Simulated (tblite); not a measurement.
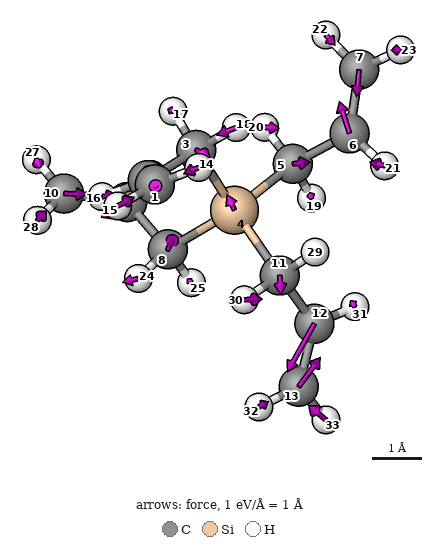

Starting geometry of C$_{12}$H$_{20}$Si with the computed forces as purple arrows. Style: ball-and-stick. Shown face on.

Computed with tblite, GFN2-xTB geometry optimisation, gas phase. 

Q: What follows when this structure is relaxed?

A: It isn't relaxed: the largest force vector, on a C atom, is 1.21 eV/Å. The final displacements have little in common with the starting forces (cosine between the two patterns 0.13). An H atom moves most after the best rigid fit: 0.29 Å. Largest moves by element: H 0.29 Å, C 0.19 Å, Si 0.02 Å. Among the contacts that change: C–C 1.508 → 1.488 Å, C–H 1.096 → 1.077 Å, C–C 1.339 → 1.321 Å, C–Si 1.904 → 1.922 Å. Bond angles that change, for instance: Si–C–C 114.6° → 111.8°, Si–C–H 107.2° → 109.6°, C–C–H 117.7° → 120.1°. Over 78 geometry steps the energy falls by 3.68 kcal/mol. The run took 1.3 s on 1 thread of Arm Neoverse V1, on a shared host.
